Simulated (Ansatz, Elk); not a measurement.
# Optical response of RbLuSeS (model structure)

Aim: the dielectric function of RbLuSeS (model structure), and the optical constants that follow from it. The cell was made here by substitution or stacking, whether or not such a phase is known. It was built so: 1 of the 2 Se atoms of the cell replaced by S in the R-3m structure of RbLuSe2. The cell is first relaxed with Ansatz.

Method: DFT, LDA, all-electron APW+lo, Dirac cores, scalar-relativistic bands, independent-particle optical response without local fields, in Elk 11.2.3 (patched build).

### 1. Starting point

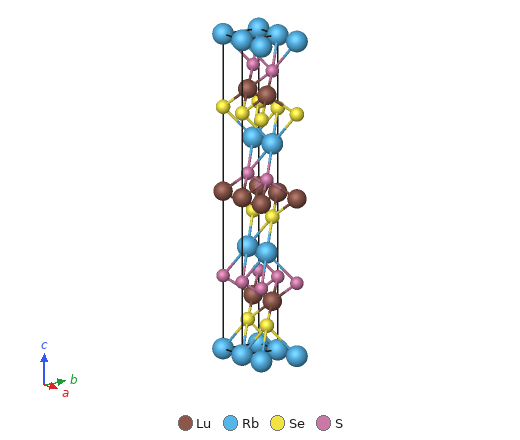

The starting structure, seen slightly off an axis (lutetium brown, rubidium blue, selenium yellow, sulfur pink). 2×1×1 cells are drawn. This picture shows the conventional cell, with its axes. Bonds to atoms that aren't drawn are left out. Some periodic images of atoms are drawn too.

### 2. Relaxation

The structure was built or cut out here, so it is relaxed before any spectrum is computed.

This step: DFT, LDA, plane-wave PAW, default files, scalar-relativistic, relaxation (Ansatz 0.2.0).

Input file input.yaml:

```yaml
crystal:
  lattice:
    - [2.02161893, 1.16718224, 7.70709377]
    - [-2.02161893, 1.16718224, 7.70709377]
    - [0.0, -2.33436447, 7.70709377]
  atoms:
    - { symbol: Lu, position: [0.5, 0.5, 0.5] }
    - { symbol: Rb, position: [0.0, 0.0, 0.0] }
    - { symbol: Se, position: [0.23179, 0.23179, 0.23179] }
    - { symbol: S, position: [0.76821, 0.76821, 0.76821] }
kpoints:
  mp_grid: { grid: [7, 7, 7] }
scf:
  occupations: { method: fermi_dirac, width: 0.05 }
hamiltonian:
  xc: lda
output:
  forces: true
  stress: true
relax:
  f_tol: 0.02
  max_steps: 50
  cell: {}
```

On the command line:

```
ansatz run input.yaml --threads 2 --pin off --max-ram 5120MiB --backend cpu --events-out ev --progress --plain --runs-dir out
```

Numbers of over 12 decimals in the logs are rounded to 6 here.

What it wrote:

```text
basis.fft_grid_basis auto: the FFT boxes are laid along the combinations [[1, 0, -1], [0, 1, -1], [0, 0, 1]] of the cell's own vectors, 4.043, 4.043 and 8.053 Å long. The dense box has 30×30×54 points. Along the cell's own vectors, as sized, it would have 54×54×54, 3.24 times as many. Of the 6 symmetry operations that the crystal satisfies within crystal.symmetry.tolerance (time reversal apart; of a slab, those that  [...]
Engine: ansatz 0.2.0, aarch64-unknown-linux-gnu
Pseudopotentials: kind: paw
Pseudopotential: Lu, paw, valence charge 25, recommended cutoff 420 eV (normal), Lu.paw.azcp
Pseudopotential: Rb, paw, valence charge 9, recommended cutoff 420 eV (normal), Rb.paw.azcp
Pseudopotential: Se, paw, valence charge 16, recommended cutoff 420 eV (normal), Se.paw.azcp
Pseudopotential: S, paw, valence charge 6, recommended cutoff 420 eV (normal), S.paw.azcp
Functional definition: SPW92
  exchange = slater_x
  correlation = pw_c
Crystal: 4 atoms, lattice volume = 109.114 Å³
Basis set: ecut = 420 eV, 2155 PW (Γ), FFT grids on a1−a3, a2−a3, a3
Bands: 34, of which v1, the nominal top of the filled ones, is band 28 counted from 1 (27 counted from 0)
Symmetry: 6 space group operations
Space group: R3m (ITA 160), of the structure as read, at distance tolerance 4.8e-5 Å
k-points: 44 of 343 (time reversal used)
Non-local potential: Lu, projectors of the file, l = 0: 3, l = 1: 2, l = 2: 2, l = 3: 3
Non-local potential: Rb, projectors of the file, l = 0: 3, l = 1: 2, l = 2: 2
Non-local potential: Se, projectors of the file, l = 0: 2, l = 1: 2, l = 2: 3, l = 3: 1
Non-local potential: S, projectors of the file, l = 0: 2, l = 1: 2, l = 2: 2
PAW form: soft (Blöchl's): semilocal exchange-correlation on the pseudo side does not see the compensation charge
PAW frozen core: Lu, regenerated for the run's functional, and the local potential with it (the file was generated under x = pbe(κ = 0.804, μ = 0.219515), c = pbe(β = 0.066725))
PAW frozen core: Rb, regenerated for the run's functional, and the local potential with it (the file was generated under x = pbe(κ = 0.804, μ = 0.219515), c = pbe(β = 0.066725))
PAW frozen core: Se, regenerated for the run's functional, and the local potential with it (the file was generated under x = pbe(κ = 0.804, μ = 0.219515), c = pbe(β = 0.066725))
PAW frozen core: S, regenerated for the run's functional, and the local potential with it (the file was generated under x = pbe(κ = 0.804, μ = 0.219515), c = pbe(β = 0.066725))
PAW one-centre angular grid: Lu, 590 points (default); XC on 64 Gauss nodes
PAW one-centre angular grid: Rb, 110 points (default); XC on 64 Gauss nodes
PAW one-centre angular grid: Se, 590 points (default); XC on 64 Gauss nodes
PAW one-centre angular grid: S, 110 points (default); XC on 64 Gauss nodes
Initial density: superposition of atomic densities (neutral atoms: chi_scale 0, normalization atom), corrected by the library's trained network
Initial wavefunctions: pseudopotential atomic-orbital guess
Functional: x = slater, c = lda
SCF iter   1: F=—  HF=-23923.654388 eV  |F-HF|=—  |Δ(HF+E_count)|=         —  Δρ=5.44e-3  dr2=4.34e-2  ethr=1.77e-3  ⟨swp⟩=8.0  Hψ=7289  notcnv=0  defer=5
preconditioner: auto → Resta (q_TF=auto, 2.441 Å⁻¹)  ε∞=5.9  [insulator: Δε(μ)=1.815 eV  Ē_g=9.677 eV  σ=0.050 eV  W_gap=1.00  n_scr=28 (ndim 8)  ℏωp=21.3 eV  f_vac=0.070  D(μ)=0.00/eV (n_scr^D=0)  ε∞_Penn≈5.9]
SCF iter   2: F=—  HF=-23923.643548 eV  |F-HF|=—  |Δ(HF+E_count)|=   1.08e-2  Δρ=2.90e-3  dr2=8.56e-3  ethr=7.75e-5  ⟨swp⟩=3.0  Hψ=3424  notcnv=0  defer=56
SCF iter   3: F=—  HF=-23923.643185 eV  |F-HF|=—  |Δ(HF+E_count)|=   3.64e-4  Δρ=1.38e-3  dr2=1.73e-3  ethr=1.53e-5  ⟨swp⟩=2.0  Hψ=2671  notcnv=0  defer=56
SCF iter   4: F=—  HF=-23923.641321 eV  |F-HF|=—  |Δ(HF+E_count)|=   1.86e-3  Δρ=6.53e-4  dr2=4.75e-4  ethr=3.09e-6  ⟨swp⟩=3.0  Hψ=3061  notcnv=0  defer=56
SCF iter   5: F=—  HF=-23923.641257 eV  |F-HF|=—  |Δ(HF+E_count)|=   6.47e-5  Δρ=1.20e-4  dr2=2.59e-5  ethr=8.48e-7  ⟨swp⟩=2.2  Hψ=2895  notcnv=0  defer=61
SCF iter   6: F=—  HF=-23923.641260 eV  |F-HF|=—  |Δ(HF+E_count)|=   3.25e-6  Δρ=5.46e-5  dr2=6.02e-6  ethr=4.63e-8  ⟨swp⟩=2.0  Hψ=2622  notcnv=0  defer=61
SCF iter   7: F=—  HF=-23923.641261 eV  |F-HF|=—  |Δ(HF+E_count)|=   1.32e-6  Δρ=2.62e-5  dr2=1.68e-6  ethr=1.07e-8  ⟨swp⟩=2.8  Hψ=2783  notcnv=0  defer=61
SCF iter   8: F=—  HF=-23923.641260 eV  |F-HF|=—  |Δ(HF+E_count)|=   7.63e-7  Δρ=7.70e-6  dr2=1.05e-7  ethr=2.99e-9  ⟨swp⟩=2.4  Hψ=2686  notcnv=0  defer=61
SCF iter   9: F=-23923.641260 eV  HF=-23923.641260 eV  |F-HF|=5.33e-9  |Δ(HF+E_count)|=   1.73e-9  Δρ=2.97e-6  dr2=1.19e-8  ethr=1.79e-10  ⟨swp⟩=6.0  Hψ=7759  notcnv=0
SCF 1 converged in 9 iterations: F = -23923.641260 eV  dr2 = 1.19e-8
  greatest PAW one-centre occupation: 1.000 electrons in one spin orbital (limit 2), on the Se atom at site 2 (counted from 0), in its partial waves of l = 2
relax step   1: F+E_penalty+E_count = -23923.64126035 eV  Δ(F+E_penalty+E_count) = +0.000e0 eV  max|allowed force component| = 9.493e-1 eV/Å  Δτ_max = 0.0000 Å  P = -2.995 GPa  Ω = 109.114 Å³  (9 SCF iters, dr2 threshold 1.00e-7 eV, accepted)
Crystal: 4 atoms, lattice volume = 101.635 Å³
Basis set: ecut = 420 eV, 2011 PW (Γ), FFT grids on a1−a3, a2−a3, a3
Initial density: handed on by an earlier stage of this run
Initial wavefunctions: those handed on with the density
iter 1 solved again at ethr=9.06e-4 eV; its pass at ethr=3.10e-3 eV (dr2=5.07e-1 eV) is discarded
SCF iter   1: F=—  HF=-23923.775831 eV  |F-HF|=—  |Δ(HF+E_count)|=         —  Δρ=2.21e-2  dr2=5.08e-1  ethr=9.06e-4  ⟨swp⟩=1.9  Hψ=10778  notcnv=0
preconditioner: auto → Resta (q_TF=auto, 2.470 Å⁻¹)  ε∞=6.1  [insulator: Δε(μ)=1.259 eV  Ē_g=9.817 eV  σ=0.050 eV  W_gap=1.00  n_scr=28 (ndim 8)  ℏωp=22.1 eV  f_vac=0.053  D(μ)=0.00/eV (n_scr^D=0)  ε∞_Penn≈6.1]
SCF iter   2: F=—  HF=-23923.640289 eV  |F-HF|=—  |Δ(HF+E_count)|=   1.36e-1  Δρ=6.39e-3  dr2=4.74e-2  ethr=9.06e-4  ⟨swp⟩=3.9  Hψ=3111  notcnv=0
SCF iter   3: F=—  HF=-23923.627296 eV  |F-HF|=—  |Δ(HF+E_count)|=   1.30e-2  Δρ=3.06e-3  dr2=5.13e-3  ethr=8.47e-5  ⟨swp⟩=3.1  Hψ=3382  notcnv=0  defer=63
SCF iter   4: F=—  HF=-23923.630259 eV  |F-HF|=—  |Δ(HF+E_count)|=   2.96e-3  Δρ=1.98e-3  dr2=2.12e-3  ethr=9.17e-6  ⟨swp⟩=3.1  Hψ=3726  notcnv=0  defer=63
SCF iter   5: F=—  HF=-23923.628448 eV  |F-HF|=—  |Δ(HF+E_count)|=   1.81e-3  Δρ=2.93e-4  dr2=1.19e-4  ethr=3.78e-6  ⟨swp⟩=3.0  Hψ=3565  notcnv=0  defer=63
SCF iter   6: F=—  HF=-23923.628319 eV  |F-HF|=—  |Δ(HF+E_count)|=   1.29e-4  Δρ=2.03e-4  dr2=4.27e-5  ethr=2.13e-7  ⟨swp⟩=3.0  Hψ=3501  notcnv=0  defer=63
[...]
Basis set: ecut = 420 eV, 2035 PW (Γ), FFT grids on a1−a3, a2−a3, a3
iter 1 solved again at ethr=3.11e-4 eV; its pass at ethr=3.10e-3 eV (dr2=1.74e-1 eV) is discarded
SCF iter   1: F=—  HF=-23923.805832 eV  |F-HF|=—  |Δ(HF+E_count)|=         —  Δρ=1.32e-2  dr2=1.73e-1  ethr=3.11e-4  ⟨swp⟩=2.1  Hψ=9455  notcnv=0
preconditioner: auto → Resta (q_TF=auto, 2.462 Å⁻¹)  ε∞=6.0  [insulator: Δε(μ)=1.788 eV  Ē_g=9.766 eV  σ=0.050 eV  W_gap=1.00  n_scr=28 (ndim 8)  ℏωp=21.9 eV  f_vac=0.058  D(μ)=0.00/eV (n_scr^D=0)  ε∞_Penn≈6.0]
SCF iter   2: F=—  HF=-23923.758151 eV  |F-HF|=—  |Δ(HF+E_count)|=   4.77e-2  Δρ=3.97e-3  dr2=1.82e-2  ethr=3.09e-4  ⟨swp⟩=3.3  Hψ=3242  notcnv=0
SCF iter   3: F=—  HF=-23923.755037 eV  |F-HF|=—  |Δ(HF+E_count)|=   3.11e-3  Δρ=2.33e-3  dr2=2.19e-3  ethr=3.25e-5  ⟨swp⟩=3.0  Hψ=3697  notcnv=0
SCF iter   4: F=—  HF=-23923.754220 eV  |F-HF|=—  |Δ(HF+E_count)|=   8.17e-4  Δρ=1.42e-3  dr2=9.39e-4  ethr=3.91e-6  ⟨swp⟩=3.0  Hψ=4466  notcnv=0  defer=50
SCF iter   5: F=—  HF=-23923.754315 eV  |F-HF|=—  |Δ(HF+E_count)|=   9.44e-5  Δρ=3.01e-4  dr2=7.56e-5  ethr=1.68e-6  ⟨swp⟩=2.7  Hψ=2591  notcnv=0  defer=50
SCF iter   6: F=—  HF=-23923.754296 eV  |F-HF|=—  |Δ(HF+E_count)|=   1.89e-5  Δρ=1.10e-4  dr2=1.49e-5  ethr=1.35e-7  ⟨swp⟩=2.2  Hψ=2889  notcnv=0  defer=50
SCF iter   7: F=—  HF=-23923.754299 eV  |F-HF|=—  |Δ(HF+E_count)|=   3.18e-6  Δρ=3.01e-5  dr2=1.59e-6  ethr=2.67e-8  ⟨swp⟩=2.0  Hψ=2641  notcnv=0  defer=50
SCF iter   8: F=—  HF=-23923.754299 eV  |F-HF|=—  |Δ(HF+E_count)|=   3.44e-7  Δρ=8.71e-6  dr2=1.17e-7  ethr=2.84e-9  ⟨swp⟩=2.0  Hψ=2642  notcnv=0  defer=50
SCF iter   9: F=—  HF=-23923.754299 eV  |F-HF|=—  |Δ(HF+E_count)|=   3.63e-8  Δρ=6.51e-6  dr2=3.82e-8  ethr=2.08e-10  ⟨swp⟩=2.0  Hψ=2665  notcnv=0  defer=50
SCF iter  10: F=—  HF=-23923.754299 eV  |F-HF|=—  |Δ(HF+E_count)|=   1.48e-8  Δρ=1.21e-6  dr2=1.91e-9  ethr=6.83e-11  ⟨swp⟩=2.4  Hψ=2938  notcnv=0  defer=50
SCF iter  11: F=—  HF=-23923.754299 eV  |F-HF|=—  |Δ(HF+E_count)|=  5.09e-11  Δρ=4.21e-7  dr2=1.97e-10  ethr=3.42e-12  ⟨swp⟩=2.6  Hψ=2953  notcnv=0  defer=50
SCF iter  12: F=—  HF=-23923.754299 eV  |F-HF|=—  |Δ(HF+E_count)|=  1.46e-11  Δρ=2.40e-7  dr2=7.64e-11  ethr=1.00e-12  ⟨swp⟩=6.9  Hψ=8201  notcnv=0
SCF iter  13: F=-23923.754299 eV  HF=-23923.754299 eV  |F-HF|=1.82e-11  |Δ(HF+E_count)|=  7.28e-12  Δρ=1.12e-7  dr2=1.17e-11  ethr=1.00e-12  ⟨swp⟩=6.8  Hψ=7635  notcnv=0
SCF 3 converged in 13 iterations: F = -23923.754299 eV  dr2 = 1.17e-11
relax step   3: F+E_penalty+E_count = -23923.75429914 eV  Δ(F+E_penalty+E_count) = -1.130e-1 eV  max|allowed force component| = 6.923e-2 eV/Å  Δτ_max = 0.0710 Å  P = -0.321 GPa  Ω = 103.782 Å³  energy of the carried Pulay correction = +6.929e-4 eV  (13 SCF iters, accepted)
[...]
relax step   4: F+E_penalty+E_count = -23923.75533672 eV  Δ(F+E_penalty+E_count) = -1.038e-3 eV  max|allowed force component| = 6.534e-2 eV/Å  Δτ_max = 0.0140 Å  P = -0.047 GPa  Ω = 102.938 Å³  energy of the carried Pulay correction = +8.058e-4 eV  (6 SCF iters, dr2 threshold 3.79e-7 eV, accepted)
[...]
relax step   5: F+E_penalty+E_count = -23923.75575846 eV  Δ(F+E_penalty+E_count) = -4.217e-4 eV  max|allowed force component| = 8.537e-3 eV/Å  Δτ_max = 0.0056 Å  P = +0.013 GPa  Ω = 102.980 Å³  energy of the carried Pulay correction = +8.001e-4 eV  (6 SCF iters, dr2 threshold 2.67e-7 eV, accepted)
Initial wavefunctions: pseudopotential atomic-orbital guess (no wavefunctions were taken with the density)
iter 1 solved again at ethr=5.06e-8 eV; its pass at ethr=3.10e-3 eV (dr2=2.84e-5 eV) is discarded
SCF iter   1: F=—  HF=-23923.755017 eV  |F-HF|=—  |Δ(HF+E_count)|=         —  Δρ=4.50e-5  dr2=3.26e-7  ethr=5.06e-8  ⟨swp⟩=5.7  Hψ=14413  notcnv=0
preconditioner: auto → Resta (q_TF=auto, 2.465 Å⁻¹)  ε∞=6.1  [insulator: Δε(μ)=1.677 eV  Ē_g=9.753 eV  σ=0.050 eV  W_gap=1.00  n_scr=28 (ndim 8)  ℏωp=22.0 eV  f_vac=0.054  D(μ)=0.00/eV (n_scr^D=0)  ε∞_Penn≈6.1]
SCF iter   2: F=—  HF=-23923.755015 eV  |F-HF|=—  |Δ(HF+E_count)|=   2.11e-6  Δρ=2.95e-5  dr2=3.52e-7  ethr=5.82e-10  ⟨swp⟩=3.0  Hψ=3773  notcnv=0
SCF iter   3: F=—  HF=-23923.755015 eV  |F-HF|=—  |Δ(HF+E_count)|=   6.69e-8  Δρ=1.49e-5  dr2=5.38e-8  ethr=5.82e-10  ⟨swp⟩=3.0  Hψ=3006  notcnv=0
SCF iter   4: F=—  HF=-23923.755015 eV  |F-HF|=—  |Δ(HF+E_count)|=   1.20e-8  Δρ=7.14e-6  dr2=1.39e-8  ethr=9.60e-11  ⟨swp⟩=2.3  Hψ=2789  notcnv=0
SCF iter   5: F=—  HF=-23923.755015 eV  |F-HF|=—  |Δ(HF+E_count)|=  1.82e-11  Δρ=2.07e-6  dr2=2.43e-9  ethr=2.48e-11  ⟨swp⟩=2.0  Hψ=2480  notcnv=0
SCF iter   6: F=—  HF=-23923.755015 eV  |F-HF|=—  |Δ(HF+E_count)|=  1.38e-10  Δρ=4.28e-7  dr2=1.84e-10  ethr=4.35e-12  ⟨swp⟩=2.2  Hψ=2739  notcnv=0
SCF iter   7: F=-23923.755015 eV  HF=-23923.755015 eV  |F-HF|=1.82e-11  |Δ(HF+E_count)|=  2.91e-11  Δρ=1.02e-7  dr2=2.50e-11  ethr=1.00e-12  ⟨swp⟩=5.5  Hψ=8248  notcnv=0
SCF 6 converged in 7 iterations: F = -23923.755015 eV  dr2 = 2.50e-11
relax step   6: F+E_penalty+E_count = -23923.75501464 eV  Δ(F+E_penalty+E_count) = +7.438e-4 eV  max|allowed force component| = 8.611e-3 eV/Å  Δτ_max = 0.0000 Å  P = +0.010 GPa  Ω = 102.980 Å³  stress off target by 9.91e-3 GPa  SCF on the basis re-selected at this cell (its energy is not comparable with the rows above)  (7 SCF iters)
basis re-selected at this cell: Δ(F+E_penalty+E_count) = +7.438e-4 eV, ΔP = -0.003 GPa vs the last step (what re-selecting the basis moved, of the pressure what is left beyond the Pulay correction that the steps carried, after the strain that the cell walked since its last selection, with what the two solves' SCF thresholds leave and, on support functions, any second-order correction that the steps lacked; it is no measure of the basis error at this ecutwfc). The dense FFT grid was sized anew with the basis: this SCF ran on 27×27×54 points, the steps before it on 30×30×54, so part of this shift can come from that change (see relax.cell in the input reference). [rest of the remark cut]
SCF converged after 7 iterations
Free energy (F): -23923.755015 eV
Harris-Foulkes:  -23923.755015 eV  (|F-HF|=1.82e-11)
Internal energy: -23923.755015 eV  (E = F + TS)
E sigma→0 (E₀):  -23923.755015 eV
Fermi energy:    9.130278 eV
--- Per-component energies (eV) ---
  E_band       = -505.139624
  E_kinetic    = 843.920386
  E_local      = -12529.142675  (includes V_loc(G=0)·N_el)
  E_nonlocal   = 204.257385
  E_hartree    = 5523.172006
  E_xc         = -549.079613
  E_vxc        = -585.418177  (∫ρ·V_xc dr)
  E_paw        = -12054.853938  (= ΣΔE_a)
  E_vpaw       = 514.899892  (= ΣTr[D̂ρ^β])
  E_aug_tail   = -0.000573  (compensation charges beyond the density's cutoff)
  E_ewald      = -5366.988447
  E_core_change = 4.960454  (= ΣΔE_core)
  E_smearing   = -0.000000  (= −TS)
  E_closure    = -0.000000  (closes the sum)
  Σ components = -23923.755015   (vs F -23923.755015, Δ=0.00e0)
--- Forces (eV/Å), atoms counted from 1 ---
  atom   1  Lu    -0.00000000     0.00000000     0.00228416
  atom   2  Rb     0.00000000     0.00000000     0.00394916
  atom   3  Se     0.00000000     0.00000000     0.00237248
  atom   4  S     -0.00000000    -0.00000000    -0.00861246
  max |Σ_I F_I| component: 6.66e-6 eV/Å
--- Stress (GPa, compression-positive) ---
        0.009913       0.000000      -0.000000
        0.000000       0.009913      -0.000000
       -0.000000      -0.000000       0.008962
  P = ⅓ Tr σ = 0.0096 GPa (0.096 kbar)
--- Relaxed structure (5 steps of the walk, 4 accepted, 1 SCFs on fresh bases) ---
  F+E_penalty+E_count = -23923.75501464 eV   max|allowed force component| = 8.611e-3 eV/Å   (the final SCF, on the basis selected at the relaxed cell)
  cell:  # Å, volume = 102.9803 Å³
    - [1.979377, 1.142794, 7.587636]
    - [-1.979377, 1.142794, 7.587636]
    - [0, -2.285588, 7.587636]
  atoms:
    - { symbol: Lu, position: [0.496729, 0.496729, 0.496729] }
    - { symbol: Rb, position: [0.00215785, 0.00215785, 0.00215785] }
    - { symbol: Se, position: [0.231871, 0.231871, 0.231871] }
    - { symbol: S, position: [0.769243, 0.769243, 0.769243] }
```

It took 50 s on 2 threads of Arm Neoverse V2, shared host; peak memory 0.46 GiB.

Step by step:

| step | energy less that of the first step (eV) | largest force component (eV/Å) | pressure (GPa) | volume (Å³) |
| --- | --- | --- | --- | --- |
| 1 | 0.0000 | 0.9493 | -2.99 | 109.11 |
| 2 | 0.0129 | 1.3369 | 1.92 | 101.64 |
| 3 | -0.1130 | 0.0692 | -0.32 | 103.78 |
| 4 | -0.1141 | 0.0653 | -0.05 | 102.94 |
| 5 | -0.1145 | 0.0085 | 0.01 | 102.98 |
| 6* | -0.1138 | 0.0086 | 0.01 | 102.98 |

Relaxation steps marked * repeat the geometry before them on a plane-wave basis chosen anew for their cell, so energy and pressure can jump there. Relaxation step 2 was tried and not accepted.

The run keeps the 6 symmetry operations that it works with, so distortions that break them were not tested.

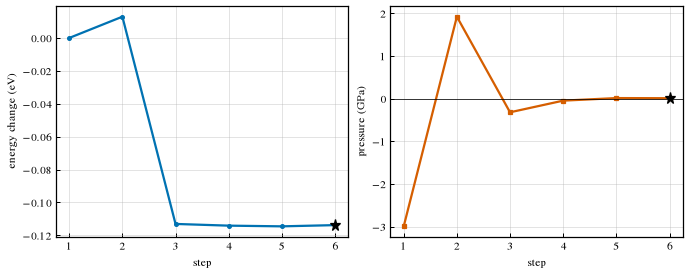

Energy and pressure along the relaxation. Stars mark steps on a basis chosen anew.

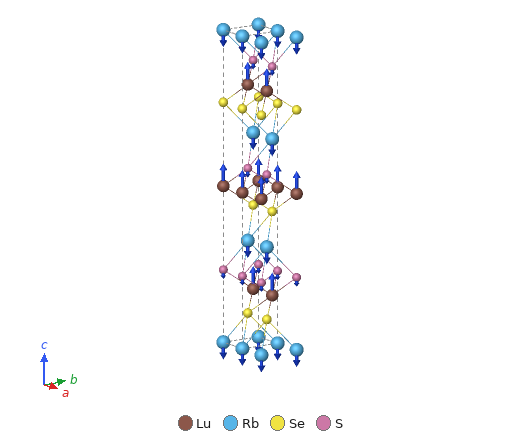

Displacements in the relaxation, exaggerated, measured against the changing cell; the longest in the cell stands for 0.07 Å. Bonds to atoms that aren't drawn are left out. 2×1×1 conventional cells are drawn. Some periodic images of atoms are drawn too.

| conventional cell, symmetrised | before | after | change |
| --- | --- | --- | --- |
| a (Å) | 4.043 | 3.959 | -2.1 % |
| b (Å) | 4.043 | 3.959 | -2.1 % |
| c (Å) | 23.121 | 22.763 | -1.5 % |
| volume (Å³/atom) | 27.28 | 25.75 | -5.6 % |

The atoms that moved most (Å, as changes of fractional coordinates times the final cell):

| atom | dx | dy | dz | length |
| --- | --- | --- | --- | --- |
| Lu1 | 0.000 | 0.000 | -0.074 | 0.074 |
| Rb2 | 0.000 | 0.000 | 0.049 | 0.049 |
| S4 | 0.000 | 0.000 | 0.024 | 0.024 |

Final coordinates:

```xyz
4
Lattice="1.9794 1.1428 7.5876 -1.9794 1.1428 7.5876 0.0000 -2.2856 7.5876" Properties=species:S:1:pos:R:3 pbc="T T T"
Lu    0.0000    0.0000   11.3070
Rb    0.0000    0.0000    0.0491
Se    0.0000    0.0000    5.2781
S     0.0000    0.0000   17.5102
```

The relaxation ends with a largest force component of 0.0086 eV/Å and a pressure of 0.01 GPa.

(Part 1 of 2 ends here.)

[Machine, clock and banner lines and Python warnings are left out of the logs.]

[Logs are printed without paths, hosts, clocks, repeated set-up lines and the standing remarks that a program may print on its own settings, such as how far it seeks lower states.]

[Hosts, paths, dates, database ids (printed as entryN), source tags and the programs' standing remarks are cut or masked in the printed files.]
